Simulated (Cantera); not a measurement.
A closed system holds: 1 mol C3H6, 36 mol H2, at 100000 Pa.

Method: chemical equilibrium by Gibbs-energy minimisation in Cantera with the NASA 1993 tables (ideal gas, pure condensed phases). Candidate condensed phases: C, C6H6, C7H8, C8H18; 76 gas species. The numbers say what is thermodynamically allowed, not how fast it happens.

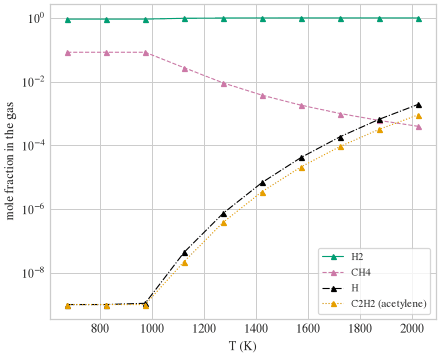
Equilibrium gas composition (values under 1e-9 drawn at 1e-9)

From 675 K to 975 K nothing is condensed. From 1125 K to 2025 K the condensed part is C(graphite). The main C-bearing gas is CH4 at 675 K and C2H2 (acetylene) at 2025 K.
